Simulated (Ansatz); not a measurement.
Geometry relaxation of ZrH2SClF3 (part 2 of 2)

The same run, continued: ZrH2SClF3; RKS PBE/def2-SVP (Ansatz 0.2.0). The input holds or restrains some coordinates. It belongs to a series of runs on one base structure; here: pulled along the bonds that form and break, towards end B.

Geometry of the input (Å):
```
Zr 0.0000  0.0000  0.0000
Cl 0.0000  0.0000  2.8700
F  1.8671  0.0000  -0.6593
F  -0.9326  1.6157  -0.6593
F  -0.9326  -1.6157  -0.6593
S  -2.7046  0.0000  0.8987
H  -3.4602  -0.8728  0.1067
H  -1.5972  0.0000  2.2626
```

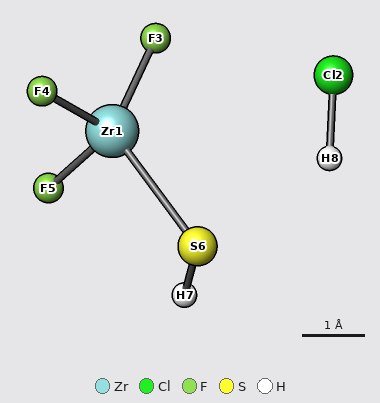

**Figure 1.** The geometry at step 12 of the log (ball-and-stick view, seen at a tilt; atoms are numbered from 1 in the order of the input).

Trajectory as extended XYZ, continued:
```
8
Properties=species:S:1:pos:R:3:forces:R:3 step=3 energy=-32797.37687
Zr   -0.1656   -0.0014   -0.2589    0.4370  -0.1711   1.5523
Cl   -0.0768    0.0023    3.1570   -0.8980   0.0426  -1.2104
F     1.8160   -0.0002   -0.6439   -1.7202  -0.0105   0.5085
F    -0.9088    1.6402   -0.6892    0.5885   1.5478  -1.0266
F    -0.9137   -1.6398   -0.6931    0.3598  -1.4692  -1.2322
S    -2.7098    0.0537    0.6354    0.6113   1.2969   1.2012
H    -3.4610   -0.9075    0.1023    0.0196  -1.0805  -0.0683
H    -1.3404   -0.0202    2.5505    0.6020  -0.1560   0.2755
8
Properties=species:S:1:pos:R:3:forces:R:3 step=4 energy=-32797.98108
Zr   -0.2929   -0.0116   -0.3420    0.0467   0.1132   0.6674
Cl   -0.0894    0.0002    3.3163   -0.3599  -0.0023  -0.6956
F     1.6750   -0.0057   -0.5972   -1.1031  -0.0361   0.4502
F    -0.8237    1.7507   -0.8074    0.6176   0.2676  -0.6120
F    -0.8677   -1.7412   -0.8476    0.2855  -0.3182  -0.7668
S    -2.6921    0.1269    0.5636    0.0518   0.4747   0.6527
H    -3.3790   -0.9626    0.1457    0.2782  -0.4763   0.1736
H    -1.2903   -0.0295    2.7286    0.1832  -0.0226   0.1305
8
Properties=species:S:1:pos:R:3:forces:R:3 step=5 energy=-32798.47713
Zr   -0.3907   -0.0088   -0.3570   -0.1477   0.2852   0.1227
Cl   -0.0929   -0.0005    3.3330   -0.5257  -0.0391  -0.6785
F     1.5539   -0.0260   -0.4867   -0.5440  -0.0333   0.5011
F    -0.7117    1.7839   -0.9578    0.3314  -0.4570  -0.3571
F    -0.8342   -1.7438   -1.0285    0.1100   0.3342  -0.3966
S    -2.7388    0.2006    0.6338    0.0568  -0.4156   0.3267
H    -3.2299   -1.0309    0.2389    0.3548   0.2890   0.3028
H    -1.3158   -0.0472    2.7844    0.3645   0.0366   0.1789
8
Properties=species:S:1:pos:R:3:forces:R:3 step=6 energy=-32798.81322
Zr   -0.4530    0.0120   -0.3952    0.0728   0.1775   0.0014
Cl   -0.0614   -0.0128    3.2955   -0.8675  -0.0353  -0.6215
F     1.4853   -0.0379   -0.3045   -0.5675  -0.0302   0.4600
F    -0.6437    1.7690   -1.1321    0.1002  -0.5037  -0.2364
F    -0.8347   -1.6873   -1.1876    0.0539   0.4197  -0.2656
S    -2.7471    0.1972    0.7067    0.1870  -0.4639   0.2336
H    -3.1619   -1.0644    0.3092    0.2843   0.3966   0.2400
H    -1.3435   -0.0486    2.8680    0.7368   0.0393   0.1884
8
Properties=species:S:1:pos:R:3:forces:R:3 step=7 energy=-32799.05863
Zr   -0.4922    0.0206   -0.4278    0.1659   0.0839   0.1682
Cl   -0.0345   -0.0184    3.2584   -0.9168  -0.0360  -0.4509
F     1.4182   -0.0493   -0.1204   -0.6041  -0.0017   0.2878
F    -0.6325    1.7245   -1.2680    0.0586  -0.2983  -0.2245
F    -0.8327   -1.6295   -1.3217    0.0135   0.2917  -0.2039
S    -2.7377    0.1981    0.7615    0.3321  -0.2697   0.1722
H    -3.1060   -1.0620    0.3514    0.1369   0.1869   0.1354
H    -1.3427   -0.0569    2.9267    0.8139   0.0432   0.1157
8
Properties=species:S:1:pos:R:3:forces:R:3 step=8 energy=-32799.23032
Zr   -0.5186    0.0411   -0.4386   -0.1409   0.0390  -0.0892
Cl   -0.0367   -0.0077    3.2533   -0.8053  -0.0400  -0.2615
F     1.3410   -0.0770    0.0069   -0.1950  -0.0035   0.2676
F    -0.5796    1.6606   -1.4309   -0.0049  -0.1380  -0.0414
F    -0.8305   -1.5145   -1.4853   -0.0001   0.1291  -0.0506
S    -2.7232    0.1770    0.8219    0.3544  -0.0688   0.1295
H    -3.0565   -1.0877    0.4231    0.0405   0.0282   0.0286
H    -1.3561   -0.0646    3.0097    0.7514   0.0540   0.0170
8
Properties=species:S:1:pos:R:3:forces:R:3 step=9 energy=-32799.27849
Zr   -0.5413    0.0282   -0.4716   -0.1309   0.0447  -0.0169
Cl   -0.0332    0.0232    3.2195   -0.8372  -0.0886  -0.0787
F     1.2720   -0.0992    0.1159   -0.1251   0.0057   0.1420
F    -0.5702    1.6162   -1.5071    0.0050   0.0151  -0.0051
F    -0.7740   -1.4580   -1.6310   -0.0723   0.0131   0.0502
S    -2.6946    0.1843    0.8691    0.3144  -0.1295  -0.0393
H    -3.0552   -1.0779    0.4860    0.0034   0.0262   0.0008
H    -1.3636   -0.0896    3.0793    0.8427   0.1131  -0.0530
8
Properties=species:S:1:pos:R:3:forces:R:3 step=10 energy=-32799.28905
Zr   -0.5677    0.0471   -0.4786    0.0057  -0.0196   0.2051
Cl    0.0538    0.0021    3.1929   -1.0023  -0.0173  -0.0378
F     1.1842   -0.0934    0.2852   -0.2946   0.0067  -0.1960
F    -0.5349    1.6357   -1.5198   -0.0112  -0.0242   0.0248
F    -0.8028   -1.4564   -1.6160    0.0032   0.0320   0.0197
S    -2.7307    0.1475    0.8496    0.3722  -0.0507  -0.0725
H    -3.0858   -1.1118    0.4500    0.0400   0.0420   0.0154
H    -1.2762   -0.0436    2.9968    0.8872   0.0311   0.0414
8
Properties=species:S:1:pos:R:3:forces:R:3 step=11 energy=-32799.30504
Zr   -0.5585    0.0462   -0.4813   -0.2859  -0.0614   0.1191
Cl    0.0200    0.1095    3.1954   -0.8517  -0.0843  -0.0373
F     1.1904   -0.1906    0.2366   -0.0208  -0.0140  -0.0067
F    -0.5137    1.6638   -1.4726    0.0078   0.0487  -0.0041
F    -0.8337   -1.4186   -1.6577   -0.0027   0.0158  -0.0092
S    -2.7152    0.1179    0.8572    0.3529  -0.0301  -0.0476
H    -3.0503   -1.1444    0.4573    0.0139   0.0007  -0.0059
H    -1.2992   -0.0566    3.0252    0.7866   0.1246  -0.0083
8
Properties=species:S:1:pos:R:3:forces:R:3 step=12 energy=-32799.30588
Zr   -0.5578    0.0332   -0.4836   -0.3575  -0.0337  -0.0237
Cl   -0.0040    0.3031    3.1950   -1.1398  -0.2957  -0.0979
F     1.1728   -0.3580    0.2072   -0.0054  -0.0280   0.0498
F    -0.4700    1.7123   -1.3744    0.0212  -0.0550   0.0731
F    -0.8815   -1.3522   -1.7478    0.0113   0.1207   0.0728
S    -2.7072    0.0569    0.8678    0.3877  -0.0268  -0.0467
H    -3.0104   -1.2063    0.4520   -0.0230  -0.0484  -0.0216
H    -1.3021   -0.0617    3.0439    1.1056   0.3670  -0.0059
8
Properties=species:S:1:pos:R:3:forces:R:3 step=13 energy=-32799.32610
Zr   -0.5657    0.0116   -0.4799   -0.2695   0.0583  -0.0736
Cl    0.0059    0.4150    3.1807   -1.1757  -0.3371  -0.1330
F     1.1431   -0.4704    0.2187   -0.1189  -0.0317  -0.0009
F    -0.4326    1.7423   -1.2724    0.0057  -0.1901   0.1338
F    -0.9104   -1.2937   -1.8261    0.0361   0.1708   0.1444
S    -2.7162   -0.0076    0.8692    0.4235  -0.0247  -0.0653
H    -3.0055   -1.2688    0.4376   -0.0236  -0.0489  -0.0099
H    -1.2787   -0.0011    3.0324    1.1224   0.4034   0.0043
8
Properties=species:S:1:pos:R:3:forces:R:3 step=14 energy=-32799.37091
Zr   -0.5788   -0.0093   -0.4853   -0.0602   0.1115  -0.0875
Cl    0.0196    0.5742    3.1431   -1.0143  -0.2928  -0.1523
F     1.0736   -0.6551    0.2435   -0.3775   0.0506  -0.1530
F    -0.3575    1.7938   -1.1096   -0.0598  -0.4915   0.2150
F    -0.9510   -1.1869   -1.9480    0.0989   0.2885   0.3080
S    -2.7225   -0.1227    0.8702    0.4579   0.0129  -0.1349
H    -2.9995   -1.3870    0.4355    0.0117  -0.0174   0.0051
H    -1.2440    0.1201    3.0107    0.9432   0.3382  -0.0005
8
Properties=species:S:1:pos:R:3:forces:R:3 step=15 energy=-32799.40193
Zr   -0.5966   -0.0404   -0.4902    0.0096   0.2088  -0.0216
Cl   -0.0009    0.7669    3.0992   -1.1397  -0.5377  -0.2074
F     0.9921   -0.8249    0.2429   -0.3754   0.0876  -0.1498
F    -0.3136    1.8077   -0.9377   -0.0768  -0.5581   0.1457
F    -0.9448   -1.0802   -2.0634    0.0584   0.2827   0.3881
S    -2.7194   -0.1927    0.8879    0.4585  -0.0140  -0.1980
H    -2.9699   -1.4627    0.4523   -0.0033  -0.0259   0.0208
H    -1.2070    0.1535    2.9690    1.0686   0.5565   0.0222
8
Properties=species:S:1:pos:R:3:forces:R:3 step=16 energy=-32799.46501
Zr   -0.5968   -0.0424   -0.4872   -0.3683   0.0754   0.3905
Cl   -0.0357    0.9077    3.0610   -0.7845  -0.4592  -0.2212
F     0.8872   -0.9949    0.2329   -0.0309  -0.0316  -0.0293
F    -0.2350    1.8010   -0.8048   -0.0012  -0.0808   0.0149
F    -0.9839   -0.9345   -2.1205    0.0218   0.0266  -0.0070
S    -2.7244   -0.2650    0.8733    0.4314  -0.0180  -0.2050
H    -2.8875   -1.5714    0.4988    0.0212   0.0484   0.0380
H    -1.1841    0.2267    2.9066    0.7105   0.4393   0.0192
8
Properties=species:S:1:pos:R:3:forces:R:3 step=17 energy=-32799.48032
Zr   -0.6219   -0.0494   -0.4864   -0.1840  -0.1039   0.3481
Cl   -0.0575    1.0057    3.0338   -0.6696  -0.4330  -0.2360
F     0.7796   -1.1559    0.1930   -0.1400   0.1003  -0.0624
F    -0.1627    1.7873   -0.6893   -0.0302  -0.0623   0.0139
F    -0.9667   -0.7881   -2.2076   -0.0161   0.0554   0.1048
S    -2.7502   -0.3203    0.8653    0.4289  -0.2303  -0.2863
H    -2.7859   -1.6733    0.5950    0.0223   0.3029   0.0865
H    -1.1947    0.3211    2.8564    0.5887   0.3707   0.0315
8
Properties=species:S:1:pos:R:3:forces:R:3 step=18 energy=-32799.48329
Zr   -0.5992   -0.0506   -0.4861   -0.3527  -0.1207   0.2945
Cl   -0.0889    1.0046    3.0393   -0.6808  -0.4465  -0.2637
F     0.7864   -1.1958    0.1555   -0.0923   0.0630  -0.0294
F    -0.1289    1.7849   -0.6613   -0.0145  -0.0276  -0.0099
F    -1.0160   -0.7516   -2.2075    0.0696   0.0683   0.0916
S    -2.7540   -0.3164    0.8220    0.4577  -0.2671  -0.1632
H    -2.7245   -1.6900    0.6759    0.0114   0.3498   0.0381
H    -1.2351    0.3422    2.8224    0.6016   0.3808   0.0420
8
Properties=species:S:1:pos:R:3:forces:R:3 step=19 energy=-32799.48933
Zr   -0.6000   -0.0586   -0.5086   -0.3551  -0.0534   0.4191
Cl   -0.0983    0.9817    3.0230   -0.6430  -0.3664  -0.1886
F     0.7719   -1.2159    0.1333   -0.0375   0.0268  -0.0273
F    -0.1231    1.7765   -0.6598   -0.0039  -0.0033  -0.0131
F    -1.0007   -0.7242   -2.2444    0.0227   0.0174   0.0159
S    -2.7353   -0.3215    0.8309    0.4016  -0.0838  -0.1932
H    -2.6921   -1.6893    0.7217    0.0090   0.1496   0.0120
H    -1.2824    0.3786    2.8641    0.6062   0.3130  -0.0247
8
Properties=species:S:1:pos:R:3:forces:R:3 step=20 energy=-32799.48746
Zr   -0.6172   -0.0660   -0.4956   -0.3483   0.0174   0.3883
Cl   -0.0609    0.9561    3.0332   -0.8247  -0.3802  -0.2848
F     0.7454   -1.2287    0.1482   -0.0010  -0.0211  -0.0033
F    -0.1399    1.7697   -0.6223   -0.0037   0.0156  -0.0119
F    -0.9820   -0.6982   -2.2502   -0.0014  -0.0053  -0.0110
S    -2.7695   -0.3384    0.8147    0.4445  -0.0312  -0.1845
H    -2.6573   -1.7032    0.7394   -0.0110   0.1052   0.0354
H    -1.2787    0.4358    2.7926    0.7456   0.2995   0.0718
8
Properties=species:S:1:pos:R:3:forces:R:3 step=21 energy=-32799.49241
Zr   -0.6126   -0.0625   -0.4991   -0.3699  -0.0347   0.3489
Cl   -0.0671    0.9321    3.0386   -0.7583  -0.3276  -0.2970
F     0.7318   -1.2502    0.1388    0.0032   0.0066   0.0002
F    -0.1439    1.7765   -0.6212    0.0076   0.0077   0.0028
F    -0.9683   -0.6756   -2.2626    0.0034   0.0057   0.0048
S    -2.7766   -0.3423    0.7899    0.4289   0.0830  -0.1474
H    -2.6322   -1.7016    0.8085    0.0108   0.0102   0.0114
H    -1.2911    0.4508    2.7671    0.6743   0.2490   0.0764
```

Summary:

- outcome: converged under the restraints of the input
- total energy: −32799.4925 eV
- mean-field energy: −32799.4925 eV
- largest force (length of the vector) at the end, held atoms and coordinates included: 0.878 eV/Å
- hardware: 4 threads of Arm Neoverse V1, 24 GiB of memory available, shared host
- wall time: 40 s (CPU time 2.5 min)
- peak memory: 0.18 GiB
